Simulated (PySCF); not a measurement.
Molecule: SMILES C[Si](C)N[Si](C)(C)C (C₅H₁₆NSi₂), doublet. Atoms near the plane z = 0.0 Å, at the GFN2-xTB optimised geometry (x, y, z in Å): Si2 (1.0, -1.9, 0.0), C3 (3.0, -1.9, 0.0), N4 (0.6, -0.2, 0.0), Si5 (-1.0, 0.5, -0.4), C7 (-1.0, 2.3, 0.3), C8 (-2.4, -0.5, 0.3), H12 (3.3, -1.3, -0.9), H13 (3.3, -2.9, 0.0), H14 (3.4, -1.4, 0.9), H15 (1.2, 0.4, 0.4), H19 (-0.2, 2.9, -0.1), H21 (-1.9, 2.8, 0.1), H23 (-3.4, -0.1, 0.1), H24 (-2.4, -1.5, 0.0).

Level of theory: unrestricted PBE0/def2-SVP (PySCF). Cells within 0.4 Å of a nucleus heavier than hydrogen are left out (blank, or x). The values are rescaled to run from 0 to 1.

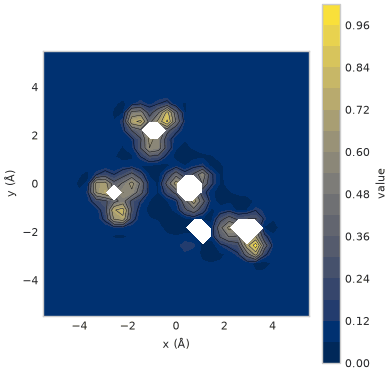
Figure. a field on the plane z = 0.0 Å.

Which quantity is mapped?
(A) Laplacian of the electron density
(B) an orbital amplitude
(C) deformation density (molecule minus spherical neutral atoms)
(D) electrostatic potential

C, deformation density (molecule minus spherical neutral atoms). In full: deformation density (molecule minus spherical neutral atoms) (e/bohr³).
